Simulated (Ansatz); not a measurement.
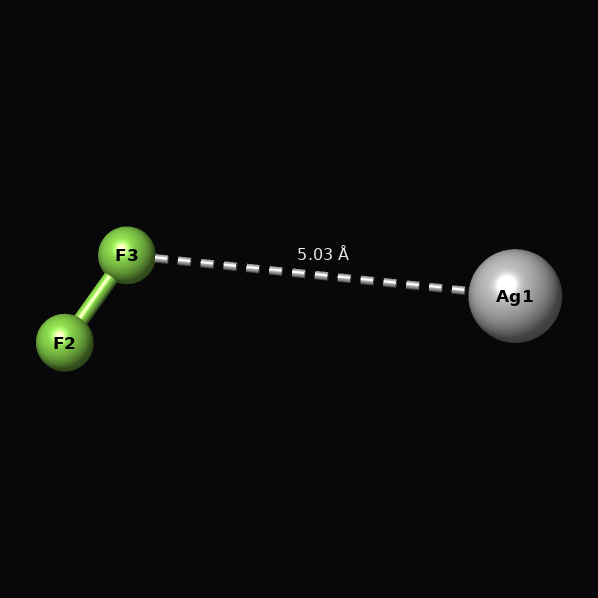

Two molecules or ions; the broken line marks their closest contact (measured against van der Waals radii). The species has charge +1 and is a spin singlet. Geometry: a pair of rigid molecules at a changed separation. Program: Ansatz 0.2.0.

Question: Which two species are they?

Answer: Ag and F2 (`FF.[Ag+]`).

Give the counterpoise-corrected interaction energy (kJ/mol, monomers kept as in the pair) with RHF-CCSD(T) (frozen core)/def2-TZVPPD; ωB97M-V/def2-TZVPPD.

```
                                level  interaction energy (kJ/mol)
RHF-CCSD(T) (frozen core)/def2-TZVPPD                         −1.3
                  ωB97M-V/def2-TZVPPD                         −1.4
```
